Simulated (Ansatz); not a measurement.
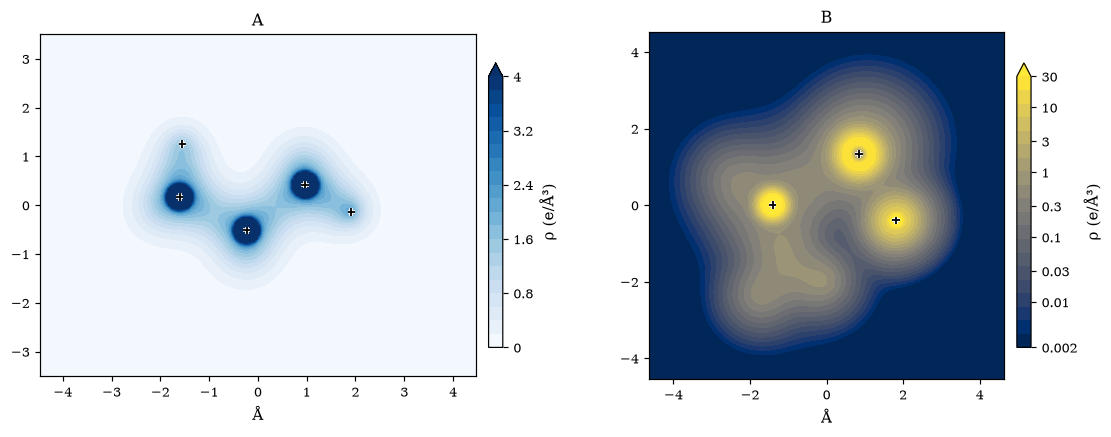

The electron density of 2 systems, each on a plane through atoms (crosses mark nuclei in the plane).

These are results of RKS PBE-D4/def2-SVP in Ansatz 0.2.0, not measurements.

System 1: C$_{3}$H$_{8}$Si (SMILES CC(C)[SiH]), the plane of atoms C1, C2 and C3. 

```tsv
atom	x (Å)	y (Å)	z (Å)
C	-0.2533	0.9150	-1.0860
C	0.1101	-0.4251	-0.4590
C	0.7908	-0.3493	0.9149
Si	-1.1766	-1.5151	0.4915
H	-0.8519	0.7753	-2.0092
H	-0.8625	1.5273	-0.3889
H	0.6461	1.5072	-1.3663
H	0.7106	-1.0446	-1.1550
H	0.2858	-1.0549	1.7003
H	1.8305	-0.7303	0.9368
H	0.7237	0.6538	1.3762
H	-1.8965	-0.2768	1.0887
```

System 2: CH$_{5}$F$_{2}$SbSi (SMILES C[SiH](F)[SbH][F]), the plane of atoms Si2, Sb4 and F5. Core potentials replace the inner electrons of Sb.

```yaml
atoms:
  - { symbol: C, position_ang: [-1.2280, 0.3087, -0.2373] }
  - { symbol: Si, position_ang: [0.4922, -0.0419, -0.8879] }
  - { symbol: F, position_ang: [1.0474, 1.2645, -1.7294] }
  - { symbol: Sb, position_ang: [2.0188, -0.3501, 1.2180] }
  - { symbol: F, position_ang: [0.7249, 0.7367, 2.2629] }
  - { symbol: H, position_ang: [-1.8603, 0.7964, -1.0066] }
  - { symbol: H, position_ang: [-1.1478, 0.9615, 0.6547] }
  - { symbol: H, position_ang: [-1.7112, -0.6396, 0.0751] }
  - { symbol: H, position_ang: [0.5533, -1.2172, -1.8301] }
  - { symbol: H, position_ang: [1.1935, -1.8702, 1.4835] }
```

Which map belongs to which system?

Answer. Panel A is system 1, C$_{3}$H$_{8}$Si: the plane holds C and H. C–C (1.52 Å): ρ is about 1.6 e/Å³ halfway. Panel B is system 2, CH$_{5}$F$_{2}$SbSi: the plane holds Si, Sb and F. Sb–F (1.99 Å): ρ is about 0.67 e/Å³ halfway.
